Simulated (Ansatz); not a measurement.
**PBE/STO-3G run of AlH2OF (SMILES [OH][AlH][F])**

Aim: the electronic atomisation energy of AlH2OF at PBE/STO-3G, from 5 runs. 

Program for the calculation: Ansatz 0.2.0.

69 further runs of the same task are left out: 5 that didn't finish, 64 set aside as unsound or not needed.

## Step 1: The system as given

AlH2OF has 5 atoms, charge 0, and is taken as a singlet. As SMILES, `[OH][AlH][F]`. Geometry: a GFN2-xTB relaxation, a rough one for these elements and not checked as a minimum. This is one conformer, not always the lowest.

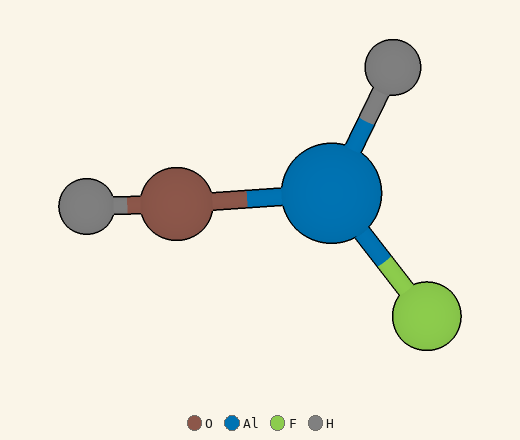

The structure, seen from a chosen angle (oxygen brown, aluminium blue, fluorine green, hydrogen grey).

## Step 2: A single-point energy at PBE/STO-3G

Contents of job.yaml:

```yaml
crystal:
  periodic: [false, false, false]
  atoms:
    - {symbol: O, position_ang: [-1.021720, 0.325810, -0.327270]}
    - {symbol: Al, position_ang: [0.472970, -0.139110, 0.144100]}
    - {symbol: F, position_ang: [0.778780, -1.566900, 0.912060]}
    - {symbol: H, position_ang: [-1.871140, 0.628670, -0.614330]}
    - {symbol: H, position_ang: [1.641100, 0.751530, -0.114560]}
basis:
  gaussian:
    orbitals: STO-3G
hamiltonian:
  xc: pbe
accuracy: high
```

On the command line:

```bash
$ ansatz run job.yaml --threads 1 --pin off --max-ram 2610MiB --events-out events.jsonl --progress --plain --runs-dir runs
```

Log:

```text
Warning: RAYON_NUM_THREADS=1 ignored (pool sized by the plan → 1); use --threads N
Functional definition: PBE
  name "PBE"
  parameter kappa = 0.804
  parameter beta = 0.06672455060314922
  exchange = pbe_x(kappa = kappa, mu = beta*pi^2/3)
  correlation = pbe_c(beta = beta)
377 factors; integrals over basis functions are off by at most 3.2e-8 eV
mean field evaluation 1: about -11234.0455 eV, gradient 3.1e1 eV
mean field evaluation 2: about -11225.8681 eV, gradient 6.2e1 eV
mean field evaluation 4: about -11237.2036 eV, gradient 4.7e0 eV
mean field evaluation 8: about -11237.2452 eV, gradient 6.3e-2 eV
mean field evaluation 16: about -11237.2452 eV, gradient 9.4e-9 eV
mean field -11237.24522427 eV, -412.9611451134 hartree, gradient 8.0e-9 eV, S^2 0.000000; 0 other end points of the search recorded, 0 dependent functions left out
reference -11237.24522605 eV, -412.9611451790 hartree; 16, 16 occupied and 5, 5 virtual orbitals, 377 factors
Total energy: -11237.24522605 eV, -412.9611451790 hartree
```

Wall time 0.96 s (1 thread of Arm Neoverse V2, shared host); peak memory 0.097 GiB.

## Step 3: The Al atom at the same level

Contents of in.yaml:

```yaml
crystal:
  periodic: [false, false, false]
  atoms:
    - symbol: Al
      position_ang: [0.000000, 0.000000, 0.000000]
basis:
  gaussian: {orbitals: STO-3G}
magnetization: {spin_polarized: true, initial_magnetization: 1}
hamiltonian: {xc: pbe}
accuracy: high
```

Run the same way, it converges to -239.16604 Eh (log not shown).

## Step 4: The F atom

Contents of molecule.yaml:

```yaml
crystal:
  periodic: [false, false, false]
  atoms:
    - {symbol: F, position_ang: [0.000000, 0.000000, 0.000000]}
basis:
  gaussian: {orbitals: STO-3G}
magnetization: {spin_polarized: true, initial_magnetization: 1}
hamiltonian: {xc: {name: PBE}}
accuracy: high
```

Run the same way, it converges to -98.16855 Eh (log not shown).

## Step 5: The H atom, same level

Contents of input.yaml:

```yaml
crystal:
  periodic: [false, false, false]
  atoms:
    - {symbol: H, position_ang: [0.000000, 0.000000, 0.000000]}
basis:
  gaussian: {orbitals: STO-3G}
magnetization: {spin_polarized: true, initial_magnetization: 1}
hamiltonian: {xc: {name: PBE}}
accuracy: high
```

Run the same way, it converges to -0.46438 Eh (log not shown).

## Step 6: The O atom

Contents of input.yaml:

```yaml
crystal:
  periodic: [false, false, false]
  atoms:
    - symbol: O
      position_ang: [0.000000, 0.000000, 0.000000]
basis:
  gaussian:
    orbitals: STO-3G
magnetization:
  spin_polarized: true
  initial_magnetization: 2
hamiltonian:
  xc: pbe
accuracy: high
```

On the command line:

```bash
$ ansatz run input.yaml --threads 1 --pin off --max-ram 2610MiB --events-out events.jsonl --progress --plain --runs-dir runs
```

Log (excerpt; [...] marks lines left out):

```text
Warning: RAYON_NUM_THREADS=1 ignored (pool sized by the plan → 1); use --threads N
[... 6 set-up lines as earlier in the session ...]
15 factors; integrals over basis functions are off by at most 1.1e-9 eV
mean field evaluation 1: about -2012.2475 eV, gradient 3.6e-12 eV
mean field evaluation 2: about -2012.2484 eV, gradient 1.5e-11 eV
mean field evaluation 4: about -2012.2472 eV, gradient 0.0e0 eV
mean field evaluation 8: about -2012.2481 eV, gradient 2.6e-2 eV
mean field evaluation 16: about -2012.2484 eV, gradient 1.4e-10 eV
mean field -2012.24843053 eV, -73.9487658709 hartree, gradient 5.6e-24 eV, S^2 2.000000; 6 other end points of the search recorded, 0 dependent functions left out
reference -2012.24843101 eV, -73.9487658885 hartree; 5, 3 occupied and 0, 2 virtual orbitals, 15 factors
Total energy: -2012.24843101 eV, -73.9487658885 hartree
```

Wall time 0.36 s (1 thread of Arm Neoverse V2, shared host).

## Step 7: Results

Level: PBE/STO-3G.

| quantity | value |
| --- | --- |
| molecule: total energy | -412.96115 Eh |
| Al atom: total energy | -239.16604 Eh |
| Al atom: ⟨S²⟩ | 0.750 |
| F atom: total energy | -98.16855 Eh |
| F atom: ⟨S²⟩ | 0.750 |
| H atom: total energy | -0.46438 Eh |
| H atom: ⟨S²⟩ | 0.750 |
| O atom: total energy | -73.94877 Eh |
| O atom: ⟨S²⟩ | 2.000 |
| electronic atomisation energy | 20.383 eV |

**Reading.** Taking the molecule apart into free atoms costs 20.38 eV (1967 kJ/mol), before zero-point energy and without spin-orbit coupling. In a minimal basis such a difference can be off by several eV, whatever the method.
